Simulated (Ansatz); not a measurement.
# InNH2Cl (SMILES [NH2][In][Cl]): levels of theory compared

Aim: a comparison of 6 runs (U-wB97X/def2-SVP, UB2PLYP/def2-SVP, UPBE0/def2-SVP, USVWN5/def2-SVP, RPA@PBE/def2-SVP, RPA@PBE0/def2-SVP) of InNH2Cl. 

The calculation is run with Ansatz 0.2.0.

58 further runs of the same task are left out: 58 set aside as unsound or not needed.

### Step 1. The system as given

InNH2Cl has 5 atoms, charge 0, and is taken as a doublet. As SMILES, `[NH2][In][Cl]`. The In2–Cl3 distance was set to 3.553 Å, away from the relaxed value. At this shape a bond of the SMILES string is far longer than usual.

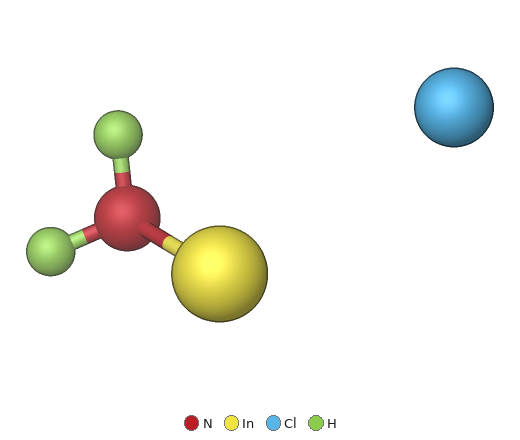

Viewed from a chosen angle; nitrogen red, indium yellow, chlorine blue, hydrogen green.

### Step 2. The energy at U-wB97X/def2-SVP (core potential) (run 1)

File run.yaml:

```yaml
crystal:
  periodic: [false, false, false]
  atoms:
    - {symbol: "N", position_ang: [-1.044142, 1.305446, -1.079895]}
    - {symbol: In, position_ang: [-1.313142, -0.720954, -0.739295]}
    - {symbol: Cl, position_ang: [1.391500, -2.211500, 1.018700]}
    - {symbol: H, position_ang: [-1.901242, 1.780646, -1.342695]}
    - {symbol: H, position_ang: [-0.689242, 1.760046, -0.242195]}
basis:
  gaussian:
    orbitals: def2-SVP
magnetization:
  spin_polarized: true
  initial_magnetization: 1
hamiltonian:
  xc: {name: wB97X}
accuracy: high
output: {orbitals: {seedname: orbitals}}
```

The run is started by

```
$ ansatz run run.yaml --threads 1 --pin off --max-ram 2610MiB --events-out events.jsonl --progress --plain --runs-dir runs
```

The log of the run:

```text
Warning: RAYON_NUM_THREADS=1 ignored (pool sized by the plan → 1); use --threads N
Functional definition: wB97X
  name "wB97X"
  parameter omega = 0.3/bohr
  parameter cx = 0.157706
  parameter cx1 = 0.726479
  parameter cx2 = 1.04760
  parameter cx3 = -5.70635
  parameter cx4 = 13.2794
  parameter css1 = -4.33879
  parameter css2 = 18.2308
  parameter css3 = -31.7430
  parameter css4 = 17.2901
  parameter cos1 = 2.37031
  parameter cos2 = -11.3995
  parameter cos3 = 6.58405
  parameter cos4 = -3.78132
  exchange = spin_sum(e_x_unif_sr(omega)*poly(b97_u_x, 1 - cx, cx1, cx2, cx3, cx4)) + cx*exact_x_sr(omega)
      + exact_x_lr(omega)
  correlation = spin_sum(e_c_pw_same_spin*poly(b97_u_same, 1, css1, css2, css3, css4))
      + integral(e_c_pw_opposite_spin*poly(b97_u_opposite, 1, cos1, cos2, cos3, cos4))
1503 factors; integrals over basis functions are off by at most 6.5e-9 eV
332 factors; integrals over basis functions are off by at most 2.2e-9 eV
mean field evaluation 1: about -19207.0230 eV, gradient 3.3e1 eV
mean field evaluation 2: about -19205.7973 eV, gradient 3.9e1 eV
mean field evaluation 4: about -19213.1372 eV, gradient 1.8e0 eV
mean field evaluation 8: about -19213.3251 eV, gradient 5.3e-1 eV
mean field evaluation 16: about -19213.3384 eV, gradient 9.9e-3 eV
mean field evaluation 32: about -19213.3385 eV, gradient 3.0e-5 eV
mean field evaluation 64: about -19213.2414 eV, gradient 8.5e-1 eV
mean field -19213.33846381 eV, -706.0771652766 hartree, gradient 9.5e-8 eV, S^2 0.777712; 6 other end points of the search recorded, 0 dependent functions left out
reference -19213.33846078 eV, -706.0771651652 hartree; 24, 23 occupied and 44, 45 virtual orbitals, 1503 factors
Total energy: -19213.33846078 eV, -706.0771651652 hartree
```

Run time: 90 s. Hardware: 1 thread of Arm Neoverse V1, shared host; peak memory 0.68 GiB.

### Step 3. A single-point energy at UB2PLYP/def2-SVP (core potential) (run 2)

File input.yaml:

```yaml
crystal:
  periodic: [false, false, false]
  atoms:
    - symbol: "N"
      position_ang: [-1.044142, 1.305446, -1.079895]
    - symbol: In
      position_ang: [-1.313142, -0.720954, -0.739295]
    - symbol: Cl
      position_ang: [1.391500, -2.211500, 1.018700]
    - symbol: H
      position_ang: [-1.901242, 1.780646, -1.342695]
    - symbol: H
      position_ang: [-0.689242, 1.760046, -0.242195]
basis:
  gaussian: {orbitals: def2-SVP}
magnetization: {spin_polarized: true, initial_magnetization: 1}
hamiltonian: {xc: {name: B2PLYP}}
correlation: {frozen_orbitals: {Cl: 5, H: 0, In: 4, "N": 1}}
accuracy: high
output: {orbitals: {seedname: orbitals}}
```

The run is started by

```
$ ansatz run input.yaml --threads 1 --pin off --max-ram 2610MiB --events-out events.jsonl --progress --plain --runs-dir runs
```

The log of the run, shortened:

```text
Warning: RAYON_NUM_THREADS=1 ignored (pool sized by the plan → 1); use --threads N
Functional definition: B2PLYP
  name "B2PLYP"
[...]
1503 factors; integrals over basis functions are off by at most 6.5e-9 eV
[...]
mean field -19196.55275513 eV, -705.4603018601 hartree, gradient 4.4e-8 eV, S^2 0.793309; 8 other end points of the search recorded, 0 dependent functions left out
10 core orbitals not correlated: weight in the atoms' cores, before any rotation towards them, 1.000 or more for the frozen orbitals, at most 0.000 for the correlated occupied ones
reference -19196.55277838 eV, -705.4603027147 hartree; 14, 13 occupied and 44, 45 virtual orbitals, 1503 factors
second order -12.47489607 eV of doubles, -0.00000000 eV of singles
Total energy: -19199.92100032 eV, -705.5840825879 hartree
```

Run time: 32 s. Hardware: 1 thread of Arm Neoverse V1, shared host; peak memory 0.38 GiB.

Run 3 isn't shown in full; the table further down has it.

### Step 4. The energy at USVWN5/def2-SVP (core potential) (run 4)

File input.yaml:

```yaml
crystal:
  periodic: [false, false, false]
  atoms:
    - {symbol: "N", position_ang: [-1.044142, 1.305446, -1.079895]}
    - {symbol: In, position_ang: [-1.313142, -0.720954, -0.739295]}
    - {symbol: Cl, position_ang: [1.391500, -2.211500, 1.018700]}
    - {symbol: H, position_ang: [-1.901242, 1.780646, -1.342695]}
    - {symbol: H, position_ang: [-0.689242, 1.760046, -0.242195]}
basis:
  gaussian:
    orbitals: def2-SVP
accuracy: high
total_charge: 0
output: {orbitals: {seedname: orbitals}}
hamiltonian:
  xc: {name: SVWN5}
magnetization:
  spin_polarized: true
  initial_magnetization: 1
```

The run is started by

```
$ ansatz run input.yaml --threads 1 --pin off --max-ram 2610MiB --events-out events.jsonl --progress --plain --runs-dir runs
```

The log of the run:

```text
Warning: RAYON_NUM_THREADS=1 ignored (pool sized by the plan → 1); use --threads N
Functional definition: SVWN5
  name "SVWN5"
  exchange = slater_x
  correlation = vwn5_c
1503 factors; integrals over basis functions are off by at most 6.5e-9 eV
mean field evaluation 1: about -19139.0953 eV, gradient 5.0e1 eV
mean field evaluation 2: about -19007.8817 eV, gradient 1.2e2 eV
mean field evaluation 4: about -19094.9039 eV, gradient 8.4e1 eV
mean field evaluation 8: about -19150.7956 eV, gradient 9.3e0 eV
mean field evaluation 16: about -19151.6466 eV, gradient 8.2e-1 eV
mean field evaluation 32: about -19147.8094 eV, gradient 1.4e1 eV
mean field evaluation 64: about -19151.1908 eV, gradient 1.4e0 eV
mean field -19151.65177496 eV, -703.8102212740 hartree, gradient 5.3e-8 eV, S^2 0.752375; 8 other end points of the search recorded, 0 dependent functions left out
reference -19151.65177842 eV, -703.8102214013 hartree; 24, 23 occupied and 44, 45 virtual orbitals, 1503 factors
Total energy: -19151.65177842 eV, -703.8102214013 hartree
```

It took 7.5 s on 1 thread of Arm Neoverse V1, shared host; peak memory 0.18 GiB.

Run 5 isn't shown in full; the table further down has it.

### Step 5. A single-point energy at RPA@PBE0/def2-SVP (core potential) (run 6)

File input.yaml:

```yaml
crystal:
  periodic: [false, false, false]
  atoms:
    - {symbol: N, position_ang: [-1.044142, 1.305446, -1.079895]}
    - {symbol: In, position_ang: [-1.313142, -0.720954, -0.739295]}
    - {symbol: Cl, position_ang: [1.391500, -2.211500, 1.018700]}
    - {symbol: H, position_ang: [-1.901242, 1.780646, -1.342695]}
    - {symbol: H, position_ang: [-0.689242, 1.760046, -0.242195]}
basis:
  gaussian: {orbitals: def2-SVP}
magnetization: {spin_polarized: true, initial_magnetization: 1}
hamiltonian: {xc: pbe0}
correlation: {method: rpa, frozen_orbitals: {Cl: 5, H: 0, In: 4, "N": 1}}
accuracy: high
```

The run is started by

```
$ ansatz run input.yaml --threads 1 --pin off --max-ram 2610MiB --events-out events.jsonl --progress --plain --runs-dir runs
```

The log of the run, shortened:

```text
Warning: RAYON_NUM_THREADS=1 ignored (pool sized by the plan → 1); use --threads N
Functional definition: PBE0
  name "PBE0"
[...]
1503 factors; integrals over basis functions are off by at most 6.5e-9 eV
[...]
mean field -19207.18776990 eV, -705.8511314443 hartree, gradient 7.3e-8 eV, S^2 0.769793; 4 other end points of the search recorded, 0 dependent functions left out
10 core orbitals not correlated: weight in the atoms' cores, before any rotation towards them, 1.000 or more for the frozen orbitals, at most 0.000 for the correlated occupied ones
reference -19158.90257491 eV, -704.0766832574 hartree; 14, 13 occupied and 44, 45 virtual orbitals, 1503 factors
Total energy: -19174.36614988 eV, -704.6449591559 hartree
```

Run time: 29 s. Hardware: 1 thread of Arm Neoverse V1, shared host; peak memory 0.35 GiB.

### Step 6. All runs side by side

```csv
run,level,frozen core orbitals,energy (Eh),HOMO energy (eV),⟨S²⟩,wall time
1,U-wB97X/def2-SVP (core potential),–,-706.077165,-8.45,0.778,90 s
2,UB2PLYP/def2-SVP (core potential),10,-705.584083,-7.09,0.793,32 s
3,UPBE0/def2-SVP (core potential),–,-705.851132,-6.68,0.770,19 s
4,USVWN5/def2-SVP (core potential),–,-703.810221,-5.61,0.752,7.5 s
5,RPA@PBE/def2-SVP (core potential),10,-704.703030,–,0.754,24 s
6,RPA@PBE0/def2-SVP (core potential),10,-704.644959,–,0.770,29 s
```

### Step 7. Results

```
                                quantity          value
                     run 6: total energy  -704.64496 Eh
 run 6: RPA correlation energy (valence)     -568.3 mEh
run 6: ⟨S²⟩ of the reference determinant          0.770
```

In words: Totals of different functionals can't be ranked against each other. All runs together took 3.4 min, the longest 90 s.
